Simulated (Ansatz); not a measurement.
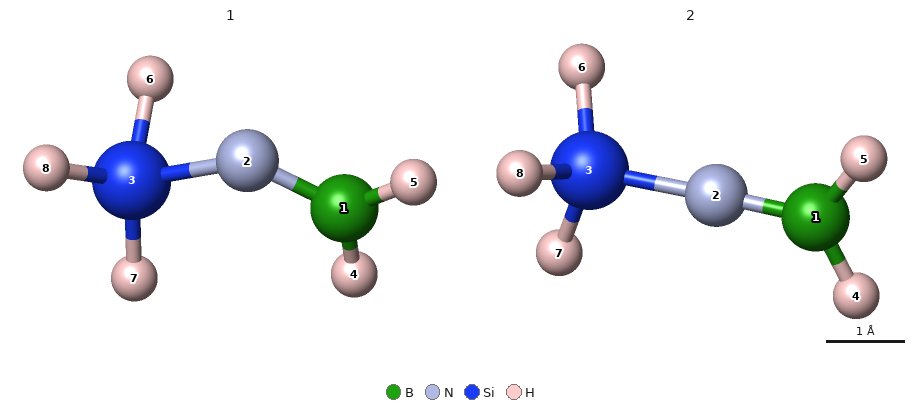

Two geometries of BSiNH$_{5}$ (multiplicity 2), drawn at one scale. One is the start of a relaxation, the other its converged end. A ball-and-stick model, seen at a tilt.

Computed with Ansatz, UKS BHLYP/def2-SVP. Settings: collinear spin; force threshold 0.02 eV/Å; at most 50 steps.

Which of the two is the end point?

Answer. Structure 2 is the relaxed one. The run prepares an end point of a later path (hydrogen shift) calculation, from a guessed geometry. Over 9 geometry steps the energy falls by 26.4 kcal/mol. Largest force component: 3.4 eV/Å at the start, 0.0028 eV/Å at the end. The largest move after the best rigid fit is that of H4, 0.74 Å. Largest moves by element: H 0.74 Å, N 0.62 Å, B 0.19 Å, Si 0.13 Å. Among the contacts that change: B1–N2 1.395 → 1.348 Å, Si3–H6 1.440 → 1.479 Å, B1–H4 1.172 → 1.207 Å, Si3–H7 1.452 → 1.481 Å. Among the angles between lasting bonds that change: B1–N2–Si3 130.5° → 178.2°, N2–Si3–H6 85.6° → 110.3°, H6–Si3–H7 125.3° → 109.8°.
